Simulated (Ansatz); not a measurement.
```
atom    x (Å)    y (Å)    z (Å)
  Ge  -0.0205   0.0487   0.0927
   O  -0.0600   0.1025   1.8563
   H  -0.9094  -0.2543   2.1896
   F   1.4517   0.6202  -0.5692
   F  -1.2971   0.9788  -0.6046
   F  -0.4098  -1.5828  -0.5651
   O   1.6031  -2.1384   1.2414
  Al   0.2931  -3.1438   0.6285
   H   0.7124  -4.2168  -0.4668
   H  -1.0164  -3.2361   1.5642
   H   1.4087  -1.5490   2.0114
```

Not at a stationary point (largest force 0.8 eV/Å).

Method: RKS PBE/def2-SVP in Ansatz 0.2.0.

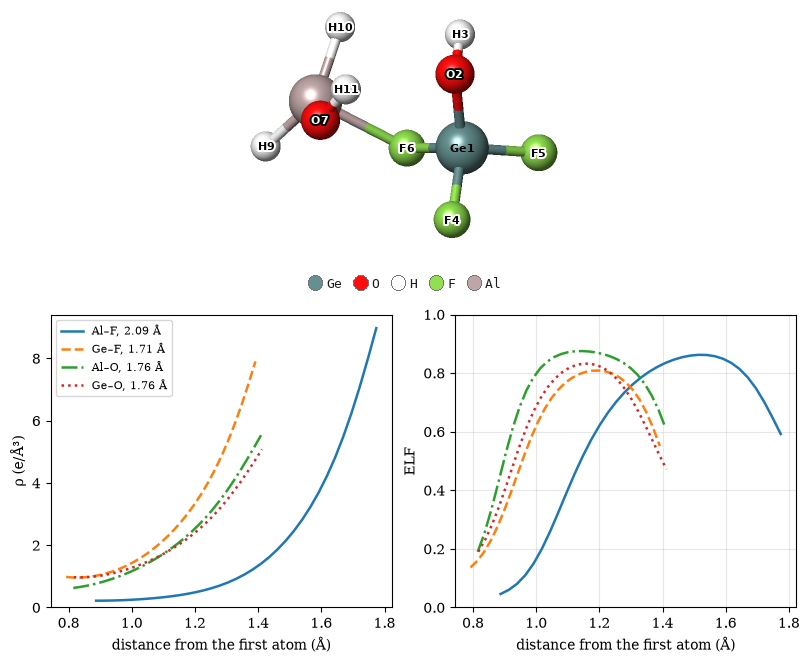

AlF3GeH4O2. Electron density and electron localisation function along straight lines between neighbouring atoms. The curves leave out the atomic cores. The structure is drawn too.

> Compare the contacts.

Al–F (2.09 Å): ρ is about 0.28 e/Å³ halfway; the ELF peaks at about 0.85 in the valence shell of F, 0.6 Å from its nucleus, and is about 0.25 at the midpoint.
Ge–F (1.71 Å): ρ at the midpoint is about 0.98 e/Å³; the ELF peaks at about 0.80 in the valence shell of F, 0.5 Å from its nucleus, and is about 0.25 at the midpoint.
Al–O (1.76 Å): the density is about 0.75 e/Å³ at the midpoint; the ELF peaks at about 0.90 in the valence shell of O, 0.6 Å from its nucleus, and is about 0.45 at the midpoint.
Ge–O (1.76 Å): ρ at the midpoint is about 1 e/Å³; the ELF peaks at about 0.85 in the valence shell of O, 0.6 Å from its nucleus, and is about 0.35 at the midpoint.
